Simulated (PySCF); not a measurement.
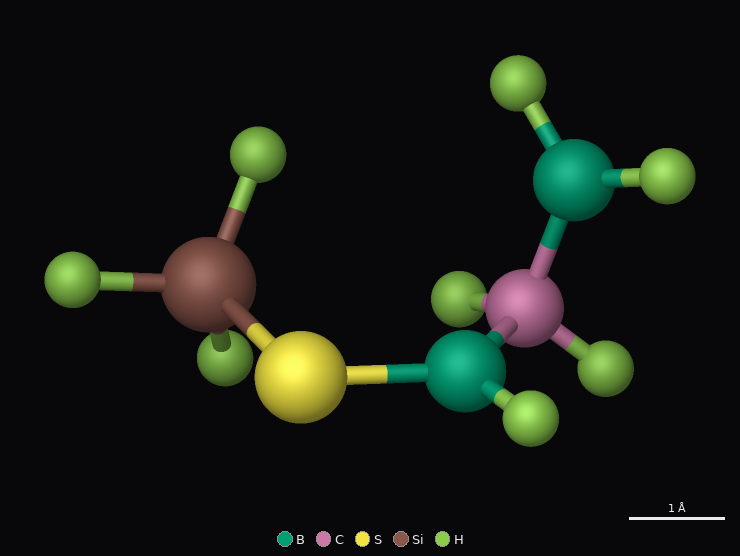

Ball-and-stick drawing of a structure.

The geometry was computed by an optimisation with PBE0-D3(BJ)/def2-SVP. No frequency run is at hand to confirm it as a minimum.

> What is the molecular formula?

CH₈B₂SSi, 13 atoms: 1 carbon, 8 hydrogen, 2 boron, 1 sulfur and 1 silicon.

> Describe its rings.

It has no ring.

> Give a SMILES string for it.

BCBS[SiH3]

The parts below concern this one geometry. Atoms keep their numbers from picture to picture.

### Geometry

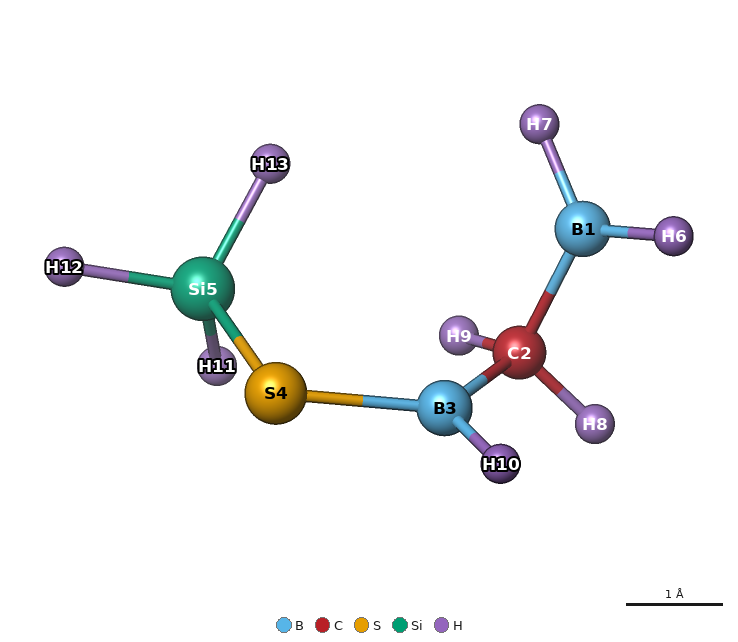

The atoms are numbered. No frequency run is at hand to confirm it as a minimum.

Estimate the angles C2–B1–H6, C2–B1–H7, B1–C2–B3, B1–C2–H8, B1–C2–H9, B3–C2–H8, B3–C2–H9, C2–B3–S4, C2–B3–H10, S4–B3–H10, B3–S4–Si5, S4–Si5–H11, S4–Si5–H12, S4–Si5–H13.

```csv
angle,degrees
C2–B1–H6,120.3
C2–B1–H7,120.9
B1–C2–B3,103.4
B1–C2–H8,109.0
B1–C2–H9,113.6
B3–C2–H8,104.8
B3–C2–H9,113.9
C2–B3–S4,126.6
C2–B3–H10,120.7
S4–B3–H10,112.6
B3–S4–Si5,104.3
S4–Si5–H11,110.7
S4–Si5–H12,105.6
S4–Si5–H13,111.0
```

### Dipole moment

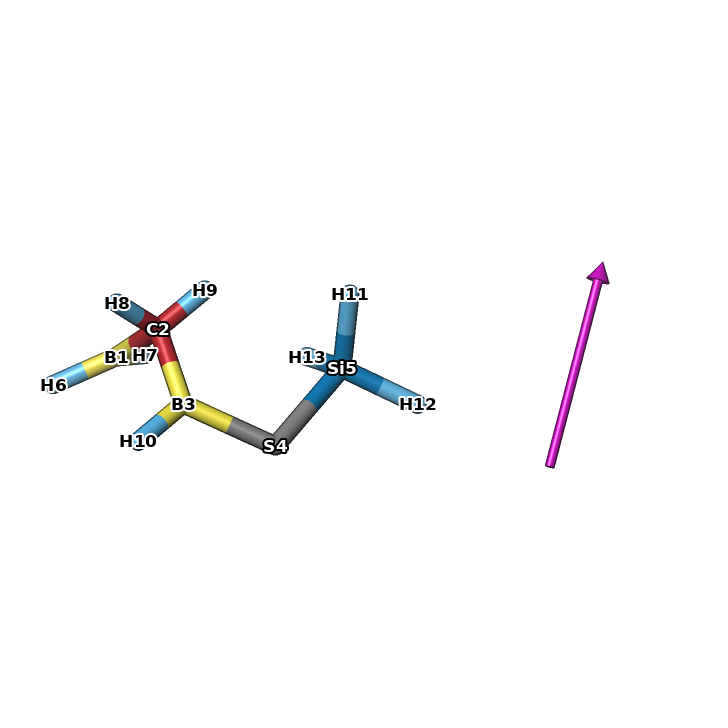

The arrow beside the molecule shows the direction of the dipole moment, from the negative to the positive end (its length means nothing). No frequency run is at hand to confirm it as a minimum. Method: PBE0/6-31+G*, gas phase (PySCF 2.14.0).

> Estimate the dipole moment.

1.64 D; it points from the side of H10 to the side of H11 (the outermost atoms at the two ends).

### Core levels

No frequency run is at hand to confirm it as a minimum. Properties computed with delta-SCF UKS SCAN, pcX-2 on the ionised atom, pcseg-1 elsewhere, non-relativistic (PySCF 2.14.0).

Give the core-electron binding energies (to vacuum; p and d levels without spin–orbit splitting) of B1 1s, C2 1s, B3 1s, S4 1s, S4 2p, Si5 1s, Si5 2p.

```tsv
atom	level	binding energy (eV)
B1	1s	195.9
C2	1s	290.0
B3	1s	196.0
S4	1s	2469.1
S4	2p	169.4
Si5	1s	1842.8
Si5	2p	107.6
```

### Electronic properties

No frequency run is at hand to confirm it as a minimum. Properties computed with PBE0/def2-TZVP, gas phase (PySCF 2.14.0). Excitations: vertical, linear response.

> What is the lowest vertical singlet excitation?

5.04 eV.

> Give the mean static polarisability at this level.

87.4 bohr³.

> What is the HOMO energy (Kohn–Sham orbital)?

−8.05 eV.

> What is the LUMO energy (Kohn–Sham orbital)?

−2.04 eV.
